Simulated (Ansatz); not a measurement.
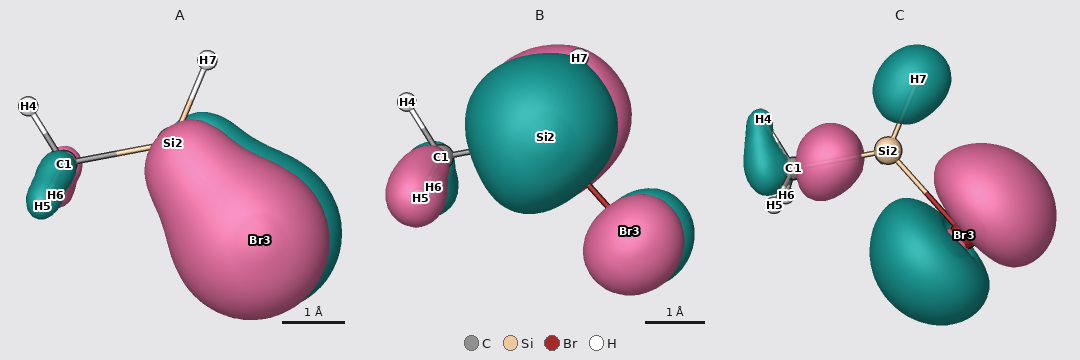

CH4BrSi (charge +1). Three frontier orbitals at ±0.1 Å⁻³ᐟ² (teal and pink are the two phases), in no order.

Computed with RKS B3LYP-D4/def2-SVP (Ansatz 0.2.0).

Input

```
crystal:
  periodic: [false, false, false]
  atoms:
    - { symbol: C, position_ang: [-0.7282, 0.46596, -0.29132] }
    - { symbol: Si, position_ang: [0.87826, -0.29715, 0.27935] }
    - { symbol: Br, position_ang: [0.92159, -2.38054, 0.8734] }
    - { symbol: H, position_ang: [-0.62384, 1.52391, -0.54849] }
    - { symbol: H, position_ang: [-1.49744, 0.38845, 0.48433] }
    - { symbol: H, position_ang: [-1.11839, -0.05142, -1.17404] }
    - { symbol: H, position_ang: [2.16802, 0.35078, 0.37677] }
total_charge: 1
basis:
  gaussian: { orbitals: def2-SVP }
hamiltonian:
  xc: b3lyp
  dispersion: d4
relax:
  f_tol: 0.02
  max_steps: 40
output:
  orbitals: {}
```

Command:

```sh
ansatz run input.yaml --threads 1 --pin off --max-ram 2048MiB --backend cpu --events-out ev --progress --plain --runs-dir out
```

The fields are those of the run's last geometry, not of the input's.

Question: Order the three orbitals by energy and name them.

Answer: A is the HOMO−1 (−14.74 eV). By Hirshfeld shares it lies mainly on Br3 (about 85 %); largely a lone pair of Br3. C is the HOMO (−14.13 eV). It lies mainly on Br3 (about 80 %); largely a lone pair of Br3. B is the LUMO (−8.83 eV). By Hirshfeld shares it lies mainly on Si2 (about 65 %), Br3 (about 20 %) and C1 (about 5 %).

Question: What is the HOMO–LUMO gap?

Answer: 5.30 eV between the orbital energies.
